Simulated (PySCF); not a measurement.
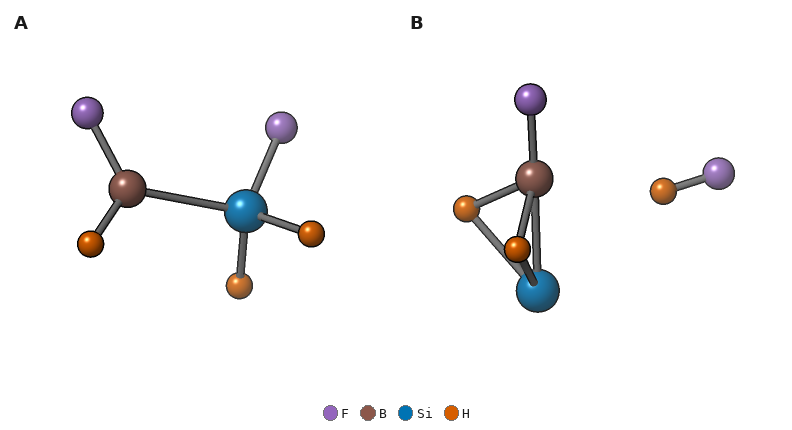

2 stationary structures of one formula. Geometries: PBE0-D4/def2-TZVP. Electronic energies: RHF-CCSD(T) (frozen core)/def2-TZVPP (PySCF 2.14.0), without zero-point energy. No frequency run is at hand to confirm each as a minimum. Each is one conformer, not always the lowest.

### Which is lowest in energy, and by how much?

A is lowest (Cs); B lies 68.1 kcal/mol above it (Cs).
